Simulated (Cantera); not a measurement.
Feed: 1 mol Si, 0.08 mol H2O, 0.03 mol O2, equilibrated at 1.00 bar.

Cantera equilibrium calculation (NASA polynomials, part measured and part estimated; ideal gas, pure solids and liquids). Candidate condensed phases: H2O, Si, SiO2; 18 gas species. Mutual solubility and eutectic melting of coexisting phases are not modelled. The tables hold silica as quartz up to 1696 K and as liquid above; real silica turns to tridymite and cristobalite and melts near 1996 K. Kinetics and transport are ignored.

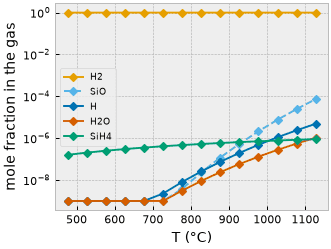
Fig. 1. Equilibrium gas composition (values under 1e-9 drawn at 1e-9)

From 477 °C to 527 °C the condensed part is Si(s) + SiO2(α-quartz). From 577 °C to 1127 °C the condensed part is Si(s) + SiO2(β-quartz). The main Si-bearing gas is SiH4 at 477 °C and SiO at 1127 °C.
